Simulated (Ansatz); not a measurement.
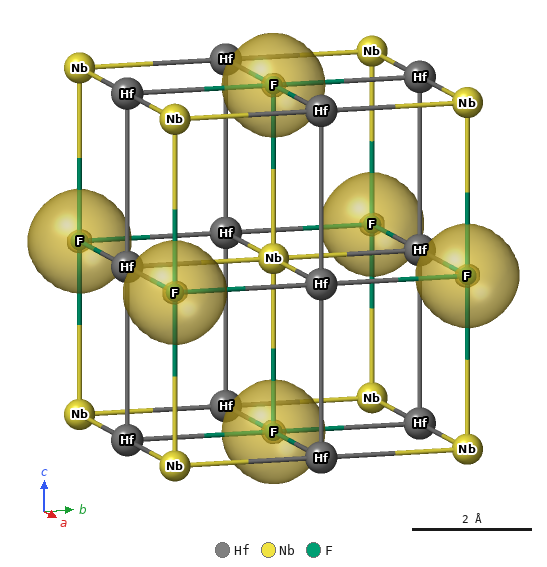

*Hf$_{2}$NbF. Isosurface of the electron localisation function at 0.6 (yellow), seen slightly off an axis. Core shells and regions of very low density are left out. Sticks mark near contacts.*

Space group I4/mmm; a structure generated by program, which may or may not match a known phase.

All numbers below come from Ansatz, DFT PBE, scalar-relativistic, plane waves, PAW.

Core electrons are frozen (PAW), and the valence fields are smoothed inside the atomic spheres.

Input

```
crystal:
  lattice:
    - [-2.5825196856, 2.5825196856, 2.9636111792]
    - [2.5825196856, -2.5825196856, 2.9636111792]
    - [2.5825196856, 2.5825196856, -2.9636111792]
  atoms:
    - { symbol: Hf, position: [0.5, 0.0, 0.5] }
    - { symbol: Hf, position: [0.0, 0.5, 0.5] }
    - { symbol: Nb, position: [0.0, 0.0, 0.0] }
    - { symbol: F, position: [0.5, 0.5, 0.0] }
basis:
  ecutwfc: 420
kpoints:
  mp_grid: { grid: [12, 12, 12] }
hamiltonian:
  xc: pbe
scf:
  occupations: { method: gaussian, width: 0.1 }
output:
  forces: true
  stress: true
  eigenvalues: true
  write_density: true
  write_potential: true
  elf: true
  volumetric_format: npy
relax:
  adjacent_minimum: "off"
  f_tol: 0.01
  max_steps: 80
  cell: { stress_tol: 0.05 }
```

Command:

```sh
ansatz run input.yaml --threads 1 --pin off --max-ram 2560MiB --backend cpu --events-out ev --progress --plain --runs-dir out
```

Below, planes, directions and counts refer to the conventional cell (a = 5.17 Å, b = 5.17 Å, c = 5.92 Å, α = 90.00°, β = 90.00°, γ = 90.00°).

Q: Where are the electrons localised?

A: At this value the surface marks out two regions wrapped around F (the valence shell of each), counted in one cell of 8 atoms. Regions shared between cells count once. Profiles from the grid: Hf–Nb (2.59 Å): the ELF is about 0.30 at the midpoint (no shared electron pair shows on this line). Hf–F (2.59 Å): the ELF is about 0.05 at the midpoint; no localised pair shows between them.
